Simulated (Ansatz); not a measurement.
## Electronic structure of GeH₂P₂ (charge −1, doublet) in real space

| atom | x (Å) | y (Å) | z (Å) |
| --- | --- | --- | --- |
| Ge | 1.2222 | 0.9065 | 0.9874 |
| P | -0.9037 | -0.2446 | 0.9378 |
| P | 0.0532 | 0.2425 | -1.0224 |
| H | -0.7413 | 1.4215 | -1.2411 |
| H | -0.4416 | -1.6068 | 0.9486 |

Geometry: PBE0-D3(BJ)/def2-SVPD; the highest occupied orbital lies above zero, a sign that basis and functional describe the outermost electron poorly.

Level of theory: isolated molecule in a Gaussian basis; Kohn-Sham density functional theory, functional PBE0 in Ansatz 0.2.0.

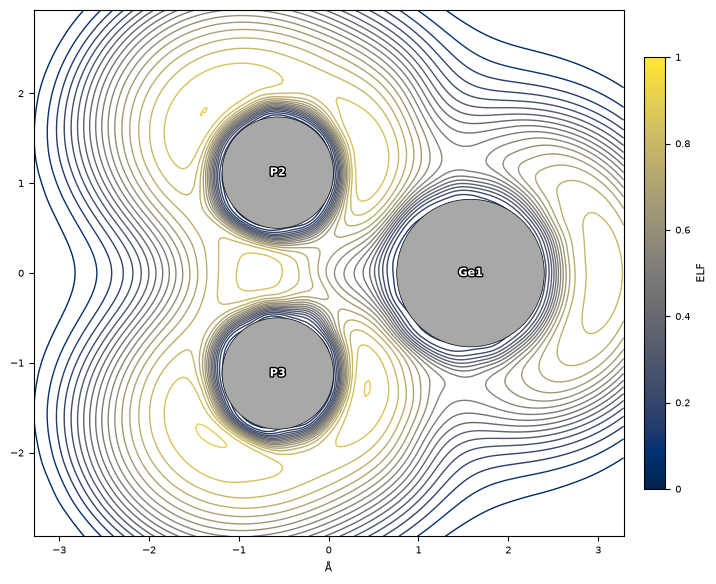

Figure 1. ELF on the plane of atoms P2, Ge1 and P3. Grey discs cover the atomic cores.

Q: What does the map show?

A:
- The section cuts through Ge and P sites.
- P–P (2.23 Å): the ELF peaks at about 0.85 between the atoms (a shared electron pair).
- Ge–P (2.42 Å): the ELF peaks at about 0.80 in the valence shell of P, 1.0 Å from its nucleus, and is about 0.70 at the midpoint.
- The ELF also peaks beside P3, Ge1 and P2, away from the bonds: non-bonding electrons, paired or unpaired.

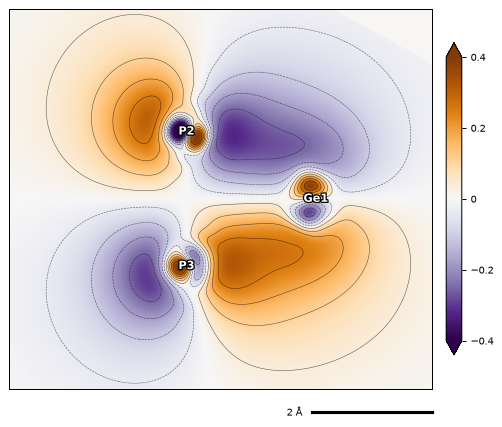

Figure 2. The HOMO−1 (α) on the plane of atoms P2, Ge1 and P3 (values in Å⁻³ᐟ²; the overall sign is arbitrary).

Q: Where does this orbital lie, and at what energy?

A: Its weight (Hirshfeld) is mainly on Ge1 (about 35 %), P2 (about 30 %) and P3 (about 30 %). Its energy is −1.36 eV.
